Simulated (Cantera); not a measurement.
Feed: 1 mol HCl, 0.061 mol H₂, 0.17 mol H₂O, equilibrated at 1 atm.

Equilibrium computed with Cantera from the NASA thermochemical tables; the gas is ideal and each condensed phase is pure. Candidate condensed phases: H₂O; 14 gas species. Equilibrium is a limit: real reactors are often held back by kinetics, nucleation or transport.

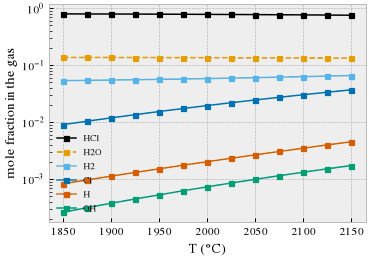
Fig. 1. Equilibrium gas composition (values under 1e-9 drawn at 1e-9)

Problem. Read off the mole fractions at 2150 °C.

Solution. HCl about 0.76, H₂O about 0.13, H₂ about 0.066, Cl about 0.037, H about 0.0045, OH about 0.0017.
